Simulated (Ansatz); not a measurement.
Al2H4O···H2

```
atom    x (Å)    y (Å)    z (Å)
  Al  -0.1802  -0.2397  -0.2829
   H   0.5996   0.0022   2.0719
   H   1.2602   0.2284  -0.7886
   H  -1.3508   0.7825   0.0841
   O  -0.5320  -1.9308  -0.2716
  Al  -0.9096  -3.6059  -0.3382
   H  -0.6354  -4.4864   0.9678
   H  -1.5133  -4.2057  -1.6903
   H   0.4905  -0.7543   1.9885
```

All numbers below come from Ansatz 0.2.0, RKS revPBE-D4/def2-SVP.

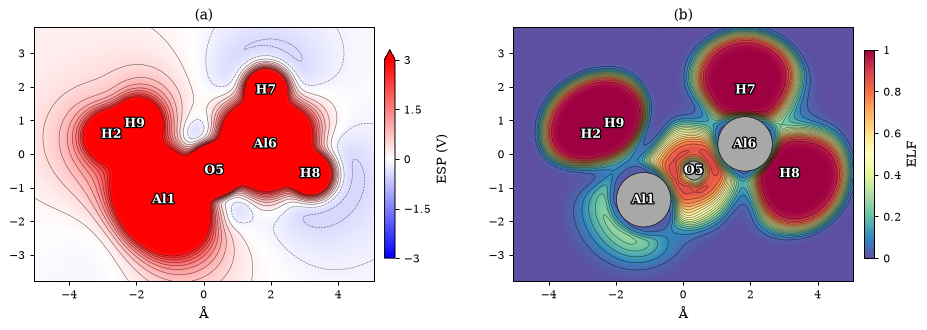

Figure 1. (a) molecular electrostatic potential; (b) electron localisation function on the plane of atoms O5, Al6 and H8. Grey discs cover the atomic cores in the ELF map.

### Interpret the plot.

The section cuts through Al, H and O sites.
Al1···H9 (2.42 Å): the ELF climbs to about 1 towards the hydrogen.
Al–O (1.72 Å): the ELF peaks at about 0.90 in the valence shell of O, 0.6 Å from its nucleus, and is about 0.30 at the midpoint.
H–H (0.77 Å): the ELF peaks at about 1 between the atoms.
Al–H (1.60 Å): the ELF climbs to about 1 towards the hydrogen.
The ELF also peaks beside O5, away from the bonds: lone-pair regions.
Outside the dense part of the complex the potential is most negative (−0.5 V) near H8.

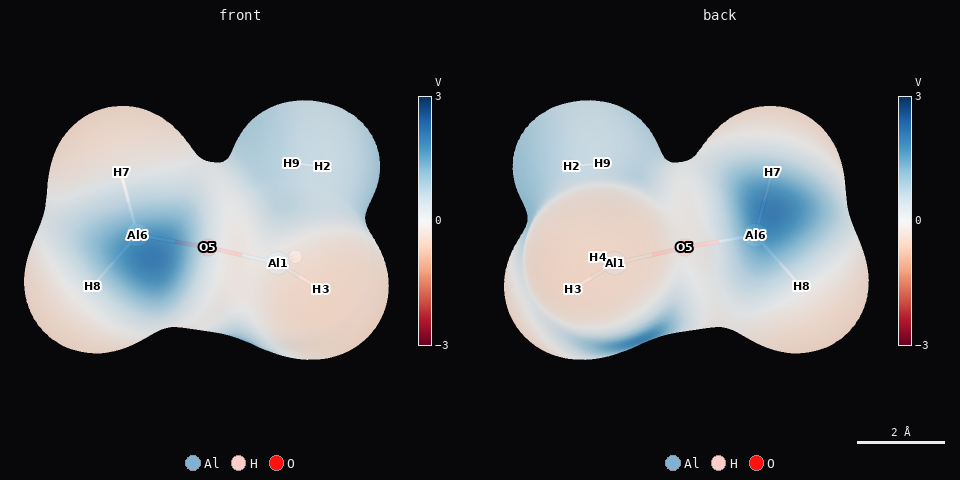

Figure 2. The electrostatic potential painted on the density surface at 0.001 e/bohr³, seen from the front and from behind; the colour scale runs from red (negative) to blue (positive).

### Where is the surface potential most negative and most positive?

The most negative region (about −0.5 V) lies over H3, H4 and H8, the most positive (about +2.1 V) over Al6.
